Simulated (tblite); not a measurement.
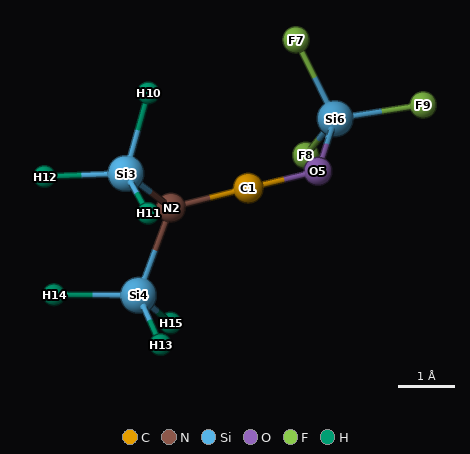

Figure 1. The structure as given in the input (ball-and-stick view, seen at a tilt; atoms are numbered from 1 in the order of the input).

**Geometry relaxation of CH6F3NOSi3**

- system: CH6F3NOSi3, SMILES F[Si](F)(F)O[C]N([SiH3])[SiH3]
- method: GFN2-xTB geometry optimisation, gas phase (tblite 0.8.0)

**Output**
```
step      E/eV     max force
  0    -861.11645    6.163
  1    -861.95516    2.450
  2    -862.14516    1.385
  3    -862.26864    1.777
  4    -862.42059    2.948
  5    -862.82861    5.080
  6    -863.06390    4.184
  7    -863.31744    3.734
  8    -864.06938    2.512
  9    -864.25845    2.144
 10    -864.38038    1.207
 11    -864.57959    1.438
 12    -864.66153    1.020
 13    -864.74104    0.556
 14    -864.76747    0.412
 15    -864.79201    0.435
 16    -864.81683    0.544
 17    -864.84657    0.598
 18    -864.87367    0.674
 19    -864.89664    0.553
 20    -864.91819    0.478
 21    -864.93792    0.502
 22    -864.96133    0.520
 23    -864.99132    0.423
 24    -865.01927    0.483
 25    -865.04271    0.425
 26    -865.05995    0.370
 27    -865.07300    0.360
 28    -865.08347    0.299
 29    -865.09384    0.295
 30    -865.10462    0.343
 31    -865.11328    0.239
 32    -865.11871    0.159
 33    -865.12254    0.176
 34    -865.12650    0.199
 35    -865.13125    0.207
 36    -865.13650    0.221
 37    -865.14178    0.245
 38    -865.14753    0.267
 39    -865.15404    0.273
 40    -865.16049    0.262
 41    -865.16784    0.267
 42    -865.17695    0.271
 43    -865.18600    0.252
 44    -865.19410    0.230
 45    -865.20185    0.252
 46    -865.21078    0.312
 47    -865.22495    0.450
 48    -865.24177    0.431
 49    -865.25311    0.238
 50    -865.25731    0.410
 51    -865.26115    0.159
 52    -865.26292    0.108
 53    -865.26594    0.137
 54    -865.26856    0.152
 55    -865.27079    0.126
 56    -865.27257    0.132
 57    -865.27416    0.090
 58    -865.27574    0.101
 59    -865.27700    0.083
 60    -865.27780    0.069
 61    -865.27825    0.057
 62    -865.27891    0.063
 63    -865.27954    0.068
 64    -865.27998    0.047
 65    -865.28017    0.029
 66    -865.28027    0.026
 67    -865.28042    0.032
 68    -865.28063    0.037
 69    -865.28087    0.040
 70    -865.28101    0.025
 71    -865.28109    0.024
 72    -865.28116    0.024
 73    -865.28131    0.043
 74    -865.28162    0.072
 75    -865.28215    0.096
 76    -865.28271    0.075
 77    -865.28307    0.044
 78    -865.28327    0.033
 79    -865.28347    0.039
 80    -865.28380    0.061
 81    -865.28442    0.078
 82    -865.28519    0.066
 83    -865.28585    0.053
 84    -865.28637    0.052
 85    -865.28694    0.057
 86    -865.28774    0.070
 87    -865.28894    0.104
 88    -865.29040    0.127
 89    -865.29151    0.093
 90    -865.29187    0.084
 91    -865.29259    0.076
 92    -865.29301    0.061
 93    -865.29415    0.059
 94    -865.29534    0.090
 95    -865.29713    0.111
 96    -865.29908    0.123
 97    -865.30126    0.120
 98    -865.30247    0.142
 99    -865.30328    0.093
100    -865.30459    0.088
101    -865.30557    0.089
102    -865.30692    0.092
103    -865.30839    0.086
104    -865.30997    0.102
105    -865.31140    0.099
106    -865.31167    0.158
107    -865.31304    0.072
108    -865.31397    0.082
109    -865.31658    0.078
110    -865.31726    0.096
111    -865.31800    0.095
112    -865.31913    0.095
113    -865.32052    0.140
114    -865.32266    0.155
115    -865.32489    0.136
116    -865.32513    0.172
117    -865.32787    0.152
118    -865.32935    0.101
119    -865.33142    0.077
120    -865.33544    0.121
121    -865.33783    0.125
122    -865.33932    0.168
123    -865.34264    0.143
124    -865.34609    0.128
125    -865.35440    0.174
126    -865.35541    0.259
127    -865.36075    0.150
128    -865.36465    0.134
129    -865.36747    0.125
130    -865.37038    0.118
131    -865.37227    0.100
132    -865.37419    0.095
133    -865.37603    0.141
134    -865.37796    0.142
135    -865.37987    0.115
136    -865.38117    0.133
137    -865.38194    0.095
138    -865.38273    0.069
139    -865.38342    0.045
140    -865.38385    0.053
141    -865.38426    0.056
142    -865.38464    0.056
143    -865.38513    0.064
144    -865.38567    0.058
145    -865.38625    0.056
146    -865.38687    0.064
147    -865.38750    0.060
148    -865.38805    0.051
149    -865.38847    0.044
150    -865.38879    0.053
151    -865.38913    0.056
152    -865.38951    0.051
153    -865.38991    0.049
154    -865.39026    0.038
155    -865.39054    0.038
156    -865.39076    0.028
157    -865.39090    0.023
158    -865.39099    0.023
159    -865.39108    0.026
160    -865.39120    0.033
161    -865.39134    0.033
162    -865.39144    0.022
163    -865.39152    0.016
164    -865.39160    0.021
165    -865.39167    0.022
166    -865.39173    0.017
167    -865.39176    0.015
168    -865.39179    0.014
169    -865.39183    0.017
170    -865.39187    0.018
171    -865.39192    0.018
172    -865.39196    0.022
173    -865.39200    0.017
174    -865.39203    0.009
175    -865.39204    0.007
```

**Trajectory as extended XYZ (Å, eV, eV/Å), 15 of the 26 frames kept, from step=0 to step=175**
```
15
Properties=species:S:1:pos:R:3:forces:R:3 step=0 energy=-861.11645
C     0.5256   -0.1332    0.5427   -4.8170   1.9590  -2.5980
N    -0.6536    0.2577   -0.2363    5.0260  -2.3820   2.6550
Si   -1.0514    1.8806   -0.4868    0.9220   3.5130  -0.5360
Si   -2.1237   -0.6015   -0.1150   -1.7190  -2.4880  -0.5610
O     1.5830   -0.5021    1.2459    1.0770  -0.7290  -0.7490
Si    2.8357   -1.1731    0.4590    0.3520   0.3060   1.2060
F     3.4292   -0.1457   -0.6121   -0.1260  -0.5290   0.2000
F     2.3915   -2.4989   -0.2964    0.2350   0.2470  -0.0430
F     4.0117   -1.5353    1.5039   -1.0530   0.3240  -0.8200
H     0.2389    2.6428   -0.7337   -0.6980  -0.5550   0.1660
H    -1.6896    2.4533    0.7164    0.0160  -0.1280  -0.1660
H    -1.9288    2.0653   -1.6625    0.1780  -0.2450   0.3140
H    -2.8523   -0.2309    1.0928   -0.0550   0.1160   0.0390
H    -2.9849   -0.3749   -1.3658    0.6660   0.0010   0.8840
H    -1.7976   -2.0579   -0.0656   -0.0040   0.5880   0.0090
15
Properties=species:S:1:pos:R:3:forces:R:3 step=14 energy=-864.76747
C     0.4996    0.4376    0.4847    0.0880  -0.2520  -0.1210
N    -0.7049    0.2746   -0.0008   -0.0660   0.1760   0.2170
Si   -0.8999    2.0021   -0.4103    0.0310   0.1960  -0.1530
Si   -2.0962   -0.8234   -0.0379    0.4090  -0.0310   0.0310
O     1.2112   -0.7262    0.7641    0.0350  -0.0120  -0.0010
Si    2.6909   -1.1682    0.3912   -0.0290  -0.1710  -0.1100
F     3.4722   -0.2032   -0.5965   -0.1450  -0.0780   0.0460
F     2.5344   -2.5707   -0.3327    0.0770   0.0660   0.0180
F     3.7361   -1.4175    1.5548   -0.3280   0.0740   0.0200
H     0.3238    2.6845   -0.7714    0.0770  -0.0010  -0.0190
H    -1.6445    2.5325    0.7052   -0.0420   0.2370   0.2950
H    -1.7852    2.0061   -1.5672   -0.1710   0.0210  -0.1900
H    -2.8850   -0.3342    1.0874   -0.0010  -0.1480   0.1900
H    -2.7728   -0.4165   -1.2513   -0.0750  -0.0530  -0.3130
H    -1.7459   -2.2314   -0.0328    0.1390  -0.0250   0.0890
15
Properties=species:S:1:pos:R:3:forces:R:3 step=28 energy=-865.08347
C     0.5698    0.4489    0.3592   -0.1230   0.0420  -0.0070
N    -0.7029    0.4831    0.0481   -0.1380   0.0680   0.0050
Si   -1.0059    2.1811   -0.4167   -0.0730   0.1150  -0.0400
Si   -1.8922   -0.8460    0.0047    0.0020   0.0200   0.1160
O     1.0110   -0.8597    0.5710    0.0320  -0.0750   0.0660
Si    2.5285   -1.2863    0.3677    0.1610  -0.0810  -0.1430
F     3.3220   -0.3297   -0.6073    0.1420   0.1660   0.0340
F     2.6172   -2.6683   -0.3863   -0.1500  -0.2430   0.0890
F     3.3622   -1.4166    1.7032   -0.0310  -0.0350   0.0160
H     0.2882    2.7228   -0.7968   -0.0540   0.0410  -0.0550
H    -1.5791    2.8872    0.7329   -0.0390  -0.1210  -0.0660
H    -1.9478    2.1254   -1.5459    0.0390   0.0060   0.1560
H    -2.7734   -0.6050    1.1629    0.1600   0.0310  -0.1710
H    -2.5521   -0.6101   -1.2788   -0.0350  -0.0250   0.0070
H    -1.3119   -2.1805    0.0681    0.1080   0.0920  -0.0070
15
Properties=species:S:1:pos:R:3:forces:R:3 step=35 energy=-865.13125
C     0.5647    0.4556    0.3453    0.1190   0.0830  -0.0210
N    -0.7111    0.5113    0.0528    0.0490   0.1850  -0.0810
Si   -1.0247    2.2111   -0.4129   -0.0430   0.0020   0.0010
Si   -1.8439   -0.8500    0.0039   -0.1210   0.0310  -0.1060
O     1.0032   -0.8665    0.5162   -0.0590   0.1130  -0.0120
Si    2.5167   -1.3196    0.3369   -0.0380   0.0270   0.0330
F     3.3538   -0.3312   -0.5686    0.0990  -0.0700  -0.0460
F     2.5523   -2.7472   -0.3327   -0.0550  -0.0480  -0.0440
F     3.2991   -1.4538    1.6997    0.0930  -0.0550   0.1280
H     0.2557    2.7650   -0.8337   -0.1120  -0.0190   0.0080
H    -1.6128    2.9070    0.7314    0.0110  -0.0780   0.0190
H    -2.0064    2.1549   -1.5027    0.0360  -0.0330   0.0500
H    -2.7181   -0.6103    1.1467   -0.0430   0.0110   0.0700
H    -2.5336   -0.6572   -1.2728    0.0040  -0.0310   0.0110
H    -1.1613   -2.1229    0.0768    0.0600  -0.1170  -0.0110
15
Properties=species:S:1:pos:R:3:forces:R:3 step=49 energy=-865.25311
C     0.6634    0.6393    0.1487   -0.0870   0.0080  -0.0240
N    -0.6365    0.6145   -0.0679    0.0480  -0.0730   0.0100
Si   -1.2007    2.2657   -0.4017   -0.0250   0.1850  -0.0380
Si   -1.6989   -0.8221   -0.0248    0.2260   0.0050   0.0760
O     1.1451   -0.6201    0.4641    0.0410   0.0170  -0.1110
Si    2.5220   -1.3916    0.3690    0.0320  -0.0670   0.1040
F     3.6688   -0.7675   -0.5235   -0.0510   0.0130   0.0190
F     2.2495   -2.8272   -0.2376   -0.0590   0.0270  -0.0140
F     3.1378   -1.6414    1.8035   -0.0130   0.0080  -0.0100
H    -0.0465    3.0088   -0.8792    0.0120  -0.0350  -0.0320
H    -1.7104    2.8321    0.8488   -0.0600  -0.0950  -0.0250
H    -2.2578    2.1610   -1.4150    0.0360  -0.0460   0.1000
H    -2.5520   -0.6125    1.1391   -0.0090   0.0170   0.0660
H    -2.4378   -0.7518   -1.2747   -0.0890   0.0620  -0.1500
H    -0.9124   -2.0410    0.0374   -0.0020  -0.0270   0.0280
15
Properties=species:S:1:pos:R:3:forces:R:3 step=63 energy=-865.27954
C     0.7130    0.7245    0.0516    0.0280  -0.0140   0.0130
N    -0.5915    0.6677   -0.1181   -0.0190   0.0370  -0.0210
Si   -1.2601    2.2936   -0.3941    0.0290  -0.0090   0.0200
Si   -1.5890   -0.8098   -0.0371   -0.0470   0.0300   0.0390
O     1.2115   -0.5187    0.3765    0.0220  -0.0070  -0.0180
Si    2.4980   -1.4264    0.3823   -0.0030  -0.0280  -0.0070
F     3.7390   -0.9532   -0.4754   -0.0050   0.0020   0.0230
F     2.0883   -2.8384   -0.2054    0.0080   0.0160   0.0090
F     3.0084   -1.6882    1.8542   -0.0080   0.0110  -0.0150
H    -0.1568    3.0888   -0.9113   -0.0460  -0.0200   0.0210
H    -1.7816    2.7585    0.8919    0.0110  -0.0010  -0.0060
H    -2.3639    2.1257   -1.3388   -0.0030  -0.0080  -0.0310
H    -2.4227   -0.6138    1.1493    0.0210   0.0090   0.0010
H    -2.3615   -0.7414   -1.2772    0.0000   0.0010  -0.0080
H    -0.7974   -2.0229    0.0377    0.0140  -0.0190  -0.0200
15
Properties=species:S:1:pos:R:3:forces:R:3 step=77 energy=-865.28307
C     0.7346    0.7318    0.0180    0.0040   0.0110  -0.0250
N    -0.5740    0.6860   -0.1271    0.0010  -0.0150  -0.0110
Si   -1.2785    2.2955   -0.3881   -0.0210  -0.0030  -0.0020
Si   -1.5729   -0.7923   -0.0292   -0.0030  -0.0040   0.0080
O     1.2246   -0.5230    0.3022   -0.0080  -0.0030  -0.0030
Si    2.4980   -1.4434    0.3774    0.0280  -0.0310   0.0140
F     3.7854   -1.0060   -0.4270    0.0230   0.0290  -0.0130
F     2.0985   -2.8591   -0.2054   -0.0150   0.0030   0.0060
F     2.9458   -1.6807    1.8735   -0.0060  -0.0060   0.0130
H    -0.2092    3.1411   -0.8908    0.0150  -0.0210   0.0170
H    -1.8231    2.7350    0.8974    0.0010  -0.0070  -0.0100
H    -2.3589    2.0876   -1.3529   -0.0120   0.0260  -0.0120
H    -2.3571   -0.5913    1.1879    0.0020  -0.0130   0.0200
H    -2.3849   -0.7169   -1.2432   -0.0120   0.0170  -0.0050
H    -0.7945   -2.0182   -0.0065    0.0030   0.0170   0.0020
15
Properties=species:S:1:pos:R:3:forces:R:3 step=84 energy=-865.28637
C     0.7420    0.6987   -0.0130   -0.0170   0.0200  -0.0220
N    -0.5699    0.6746   -0.1343   -0.0330   0.0190  -0.0260
Si   -1.2747    2.2832   -0.3963    0.0100   0.0310   0.0210
Si   -1.5986   -0.7804   -0.0190   -0.0100   0.0070   0.0260
O     1.2165   -0.5676    0.2555   -0.0010   0.0340   0.0180
Si    2.5199   -1.4439    0.3788   -0.0180  -0.0250  -0.0040
F     3.8108   -0.9674   -0.3994    0.0000  -0.0050   0.0370
F     2.1583   -2.8669   -0.2104    0.0200  -0.0120   0.0130
F     2.9297   -1.6677    1.8894    0.0000   0.0100  -0.0510
H    -0.1892    3.1384   -0.8440    0.0160  -0.0230  -0.0020
H    -1.8641    2.7159    0.8721    0.0050  -0.0290   0.0020
H    -2.3299    2.0889   -1.3910    0.0020   0.0230  -0.0270
H    -2.3246   -0.5851    1.2362    0.0010  -0.0150  -0.0080
H    -2.4605   -0.6631   -1.1979    0.0210  -0.0100   0.0430
H    -0.8320   -2.0115   -0.0403    0.0060  -0.0270  -0.0210
15
Properties=species:S:1:pos:R:3:forces:R:3 step=98 energy=-865.30247
C     0.7383    0.6424   -0.2363   -0.0480  -0.0370   0.0250
N    -0.5802    0.6546   -0.2183    0.0260  -0.0040   0.0320
Si   -1.2591    2.2796   -0.4267   -0.0480   0.0350  -0.0880
Si   -1.6154   -0.7738    0.0679    0.0060  -0.0120  -0.0400
O     1.2017   -0.6275    0.0462    0.0730  -0.0320   0.0270
Si    2.5178   -1.4401    0.3659   -0.0080   0.0470   0.0080
F     3.8954   -0.9111   -0.2068   -0.0720  -0.0220   0.0370
F     2.3234   -2.8946   -0.2217   -0.0170   0.0240   0.0010
F     2.7131   -1.6020    1.9282   -0.0050   0.0050  -0.0620
H    -0.1202    3.1467   -0.6815   -0.0270  -0.0130   0.0580
H    -2.0111    2.5556    0.8005    0.0460   0.0270  -0.0150
H    -2.1885    2.2286   -1.5598    0.0250  -0.0380   0.0310
H    -2.0803   -0.6510    1.4546    0.0970  -0.0220  -0.1020
H    -2.6967   -0.5510   -0.8965    0.0070  -0.0210   0.0520
H    -0.9046   -2.0103   -0.2293   -0.0550   0.0630   0.0360
15
Properties=species:S:1:pos:R:3:forces:R:3 step=112 energy=-865.31913
C     0.7381    0.6476   -0.3880    0.0250   0.0280  -0.0300
N    -0.5769    0.6598   -0.3100    0.0250   0.0490   0.0470
Si   -1.2691    2.2853   -0.4727   -0.0530  -0.0320   0.0200
Si   -1.5492   -0.7812    0.0984   -0.0080   0.0320   0.0120
O     1.2094   -0.6225   -0.1316   -0.0270   0.0020   0.0320
Si    2.4596   -1.4381    0.3679    0.0530  -0.0270   0.0740
F     3.9133   -0.9425   -0.0067   -0.0180   0.0240  -0.0160
F     2.3201   -2.8940   -0.2282   -0.0120  -0.0170  -0.0010
F     2.4513   -1.5676    1.9459   -0.0050  -0.0150  -0.0400
H    -0.1391    3.1975   -0.5252   -0.0120  -0.0180  -0.0620
H    -2.0877    2.4789    0.7271   -0.0200   0.0100  -0.0150
H    -2.1217    2.2606   -1.6637    0.0460   0.0150   0.0230
H    -1.6750   -0.7373    1.5547    0.0160  -0.0250  -0.0160
H    -2.8162   -0.5064   -0.5818    0.0250  -0.0120   0.0240
H    -0.9234   -1.9938   -0.3998   -0.0310  -0.0130  -0.0510
15
Properties=species:S:1:pos:R:3:forces:R:3 step=126 energy=-865.35541
C     0.7177    0.6362   -0.4058   -0.0520  -0.0480  -0.0200
N    -0.5949    0.6833   -0.3122    0.0920  -0.0410   0.0080
Si   -1.2691    2.2997   -0.5463   -0.0120  -0.0240   0.0780
Si   -1.4815   -0.8003    0.1475    0.0770   0.1480  -0.1980
O     1.1212   -0.6662   -0.1419    0.1140   0.0000   0.0890
Si    2.3901   -1.4361    0.4062   -0.0740  -0.0140  -0.0490
F     3.8176   -0.8142    0.1339   -0.0340  -0.0390   0.0060
F     2.3573   -2.8829   -0.2286    0.0290   0.0540   0.0060
F     2.2871   -1.6286    1.9732    0.0300  -0.0030   0.0090
H    -0.1167    3.1804   -0.5195    0.0100   0.0690  -0.0480
H    -2.1824    2.5109    0.5756   -0.0370   0.0190   0.0360
H    -2.0114    2.2793   -1.8000   -0.0400   0.0020  -0.0990
H    -1.1367   -1.0041    1.5384   -0.0360  -0.0620   0.2300
H    -2.8666   -0.4223   -0.1050   -0.0830   0.0380   0.0750
H    -1.0982   -1.8891   -0.7291    0.0170  -0.1000  -0.1210
15
Properties=species:S:1:pos:R:3:forces:R:3 step=140 energy=-865.38385
C     0.7499    0.6576   -0.3056   -0.0420   0.0170  -0.0070
N    -0.5645    0.7123   -0.2779   -0.0230  -0.0070   0.0110
Si   -1.2934    2.2928   -0.5890    0.0040  -0.0020  -0.0080
Si   -1.4662   -0.7775    0.1259    0.0200   0.0010   0.0140
O     1.1224   -0.6495   -0.0113    0.0100   0.0080   0.0090
Si    2.4036   -1.4548    0.4475    0.0340  -0.0380   0.0100
F     3.8207   -0.8292    0.1377    0.0040  -0.0050   0.0050
F     2.3566   -2.8707   -0.2510   -0.0130   0.0180  -0.0070
F     2.3711   -1.7217    2.0066   -0.0020   0.0100  -0.0210
H    -0.1924    3.2387   -0.6445    0.0260   0.0010  -0.0010
H    -2.2100    2.5209    0.5279   -0.0090   0.0270   0.0130
H    -2.0354    2.1876   -1.8454   -0.0030  -0.0260  -0.0060
H    -1.0640   -1.1761    1.4666    0.0070  -0.0200   0.0490
H    -2.8554   -0.3249    0.1165   -0.0240   0.0100  -0.0300
H    -1.2092   -1.7594   -0.9177    0.0120   0.0060  -0.0280
15
Properties=species:S:1:pos:R:3:forces:R:3 step=147 energy=-865.38750
C     0.7464    0.6705   -0.2843    0.0350   0.0390   0.0290
N    -0.5676    0.7170   -0.2498    0.0120   0.0190  -0.0080
Si   -1.2975    2.2914   -0.5860   -0.0220   0.0090   0.0060
Si   -1.4633   -0.7795    0.1299   -0.0420  -0.0270  -0.0040
O     1.1340   -0.6279    0.0211   -0.0030   0.0000   0.0020
Si    2.4129   -1.4538    0.4468   -0.0140  -0.0380  -0.0360
F     3.8388   -0.8553    0.1222   -0.0200  -0.0140   0.0020
F     2.3177   -2.8601   -0.2686    0.0190   0.0350   0.0130
F     2.3950   -1.7326    2.0031    0.0100  -0.0020   0.0080
H    -0.2014    3.2410   -0.6793    0.0210  -0.0190  -0.0110
H    -2.1956    2.5556    0.5391   -0.0070   0.0110  -0.0010
H    -2.0560    2.1382   -1.8276   -0.0080   0.0040  -0.0050
H    -1.1013   -1.1939    1.4797    0.0120   0.0020  -0.0140
H    -2.8545   -0.3304    0.0729   -0.0040  -0.0080   0.0010
H    -1.1738   -1.7340   -0.9327    0.0110  -0.0100   0.0170
15
Properties=species:S:1:pos:R:3:forces:R:3 step=161 energy=-865.39134
C     0.7389    0.6999   -0.1810   -0.0070  -0.0050   0.0000
N    -0.5766    0.7282   -0.2088   -0.0040   0.0020  -0.0030
Si   -1.3009    2.2970   -0.5860   -0.0030   0.0000  -0.0030
Si   -1.4690   -0.7868    0.1117    0.0040   0.0100  -0.0140
O     1.1277   -0.6004    0.1122   -0.0030   0.0070   0.0060
Si    2.4157   -1.4518    0.4519   -0.0160   0.0140   0.0000
F     3.8293   -0.8638    0.0641    0.0090   0.0060   0.0040
F     2.2758   -2.8353   -0.2961    0.0010  -0.0280  -0.0160
F     2.4696   -1.7716    1.9988    0.0130  -0.0060   0.0150
H    -0.1798    3.2073   -0.7578   -0.0210  -0.0080  -0.0020
H    -2.1686    2.6358    0.5441    0.0120  -0.0090  -0.0110
H    -2.0976    2.0972   -1.7988    0.0100   0.0100   0.0160
H    -1.1444   -1.2250    1.4619    0.0070   0.0080   0.0250
H    -2.8630   -0.3559    0.0147   -0.0050   0.0020  -0.0050
H    -1.1235   -1.7286   -0.9446    0.0020  -0.0030  -0.0110
15
Properties=species:S:1:pos:R:3:forces:R:3 step=175 energy=-865.39204
C     0.7395    0.7022   -0.1664   -0.0030   0.0030  -0.0030
N    -0.5754    0.7290   -0.2128    0.0000   0.0000   0.0030
Si   -1.3031    2.2972   -0.5838    0.0020  -0.0020   0.0040
Si   -1.4678   -0.7863    0.1044    0.0060   0.0010  -0.0040
O     1.1253   -0.5961    0.1418    0.0000   0.0010   0.0040
Si    2.4157   -1.4550    0.4538   -0.0030  -0.0050  -0.0020
F     3.8249   -0.8675    0.0481   -0.0030   0.0020  -0.0010
F     2.2600   -2.8336   -0.3027    0.0030   0.0030   0.0000
F     2.4995   -1.7885    1.9967   -0.0040   0.0000  -0.0020
H    -0.1872    3.2092   -0.7716    0.0000   0.0000  -0.0040
H    -2.1545    2.6363    0.5574    0.0000  -0.0020   0.0030
H    -2.1169    2.0995   -1.7841    0.0030  -0.0010  -0.0040
H    -1.1695   -1.1929    1.4717   -0.0010  -0.0030   0.0020
H    -2.8625   -0.3682   -0.0334   -0.0010   0.0040   0.0000
H    -1.0946   -1.7393   -0.9329    0.0010   0.0000   0.0050
```

This output came from the following input.

**The input**
```
{"job": {"kind": "relax", "xc": "GFN2-xTB", "basis": "xTB"}, "charge": 0, "multiplicity": 1}
C      0.525619    -0.133233     0.542699
N     -0.653619     0.257747    -0.236327
Si    -1.051404     1.880587    -0.486797
Si    -2.123715    -0.601457    -0.115026
O      1.582991    -0.502133     1.245933
Si     2.835727    -1.173146     0.459016
F      3.429239    -0.145735    -0.612068
F      2.391471    -2.498895    -0.296422
F      4.011679    -1.535292     1.503853
H      0.238898     2.642838    -0.733740
H     -1.689582     2.453328     0.716373
H     -1.928840     2.065320    -1.662550
H     -2.852282    -0.230939     1.092788
H     -2.984934    -0.374877    -1.365848
H     -1.797588    -2.057943    -0.065550
```

The first line tells a small driver script what to run in tblite; the rest is the geometry in Å.

Launched with:
```bash
OMP_NUM_THREADS=1 python <driver script> task.json out
```

**Results in brief**

| quantity | value |
| --- | --- |
| outcome | converged |
| total energy | −865.3920 eV |
| hardware | 1 CPU thread, shared host |
| wall time | 6.1 s |
| peak memory | 0.18 GiB |
